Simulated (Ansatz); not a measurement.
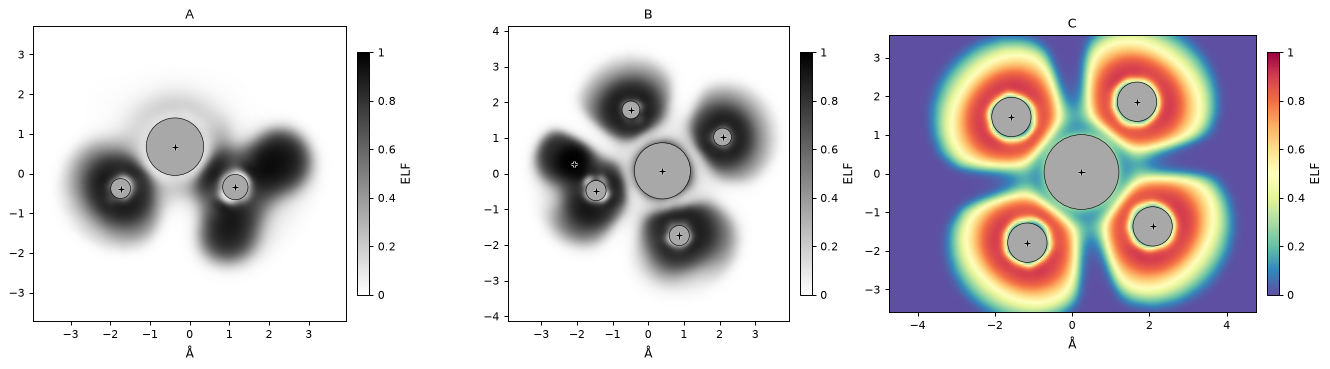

The ELF of 3 systems, each on a plane through atoms (crosses mark nuclei in the plane; grey discs cover the cores).

These are results of Ansatz, RKS PBE/def2-SVP, not measurements.

System 1: BrCl$_{5}$Mo···HF, the plane of atoms Cl5, Mo1 and Cl6. Core potentials replace the inner electrons of Mo.

```xyz
9

Mo    0.3814    0.4271   -0.5331
F    -0.3973   -0.5264    3.2415
Cl    2.4749    0.2263   -1.5084
Cl    0.1712    2.5217   -1.5041
Cl   -1.6797    0.6789    0.4708
Cl    0.6460   -1.6326    0.4649
Cl   -0.6042   -0.5635   -2.3742
Br    1.4607    1.5152    1.4733
H     0.2226    0.1407    3.0037
```

System 2: F$_{2}$H$_{4}$O$_{4}$W···HF, the plane of atoms W1, O11 and H12. Core potentials replace the inner electrons of W; not at a stationary point (largest force 0.9 eV/Å).

```tsv
atom	x (Å)	y (Å)	z (Å)
W	0.1511	0.3797	-0.0815
F	-0.3439	-0.5482	2.8115
F	1.9765	0.2025	-0.6808
O	-0.0850	1.9452	-1.1243
H	-0.2746	1.8445	-2.0779
O	-1.4385	0.6391	0.8769
H	-1.5126	0.1799	1.7478
O	0.2261	-1.4720	0.3372
H	0.2597	-2.1482	-0.3708
F	-0.4233	-0.3731	-1.7785
O	1.0909	1.2687	1.3639
H	2.0491	1.3554	1.1890
H	0.2565	0.1278	3.0462
```

System 3: F$_{3}$GeH$_{2}$N···HCl, the plane of atoms F4, Ge1 and N6. 

```xyz
9

Ge   -0.5624   -0.0705   -0.5019
Cl   -0.2681    0.4987    3.5790
F     0.9261   -0.7875   -0.0076
F    -0.2831    1.5775   -0.9401
F    -1.0496   -0.9365   -1.9246
N    -1.7974   -0.1145    0.8484
H    -2.3196   -1.0005    0.8840
H    -2.4666    0.6639    0.7705
H    -0.9347    0.1694    2.4775
```

Q: Match each panel to its system.

A: Panel A is system 3, F$_{3}$GeH$_{2}$N···HCl: the plane holds Ge, F and N. Ge–F (1.73 Å): the ELF peaks at about 0.80 in the valence shell of F, 0.5 Å from its nucleus, and is about 0.20 at the midpoint. Panel B is system 2, F$_{2}$H$_{4}$O$_{4}$W···HF: the plane holds W, F, O and H. W–O (1.87 Å): the ELF peaks at about 0.85 in the valence shell of O, 0.5 Å from its nucleus, and drops to about 0.25 between the two atoms. Panel C is system 1, BrCl$_{5}$Mo···HF: the plane holds Mo and Cl. Mo–Cl (2.30 Å): the ELF peaks at about 0.85 in the valence shell of Cl, 0.8 Å from its nucleus, and is about 0.35 at the midpoint.
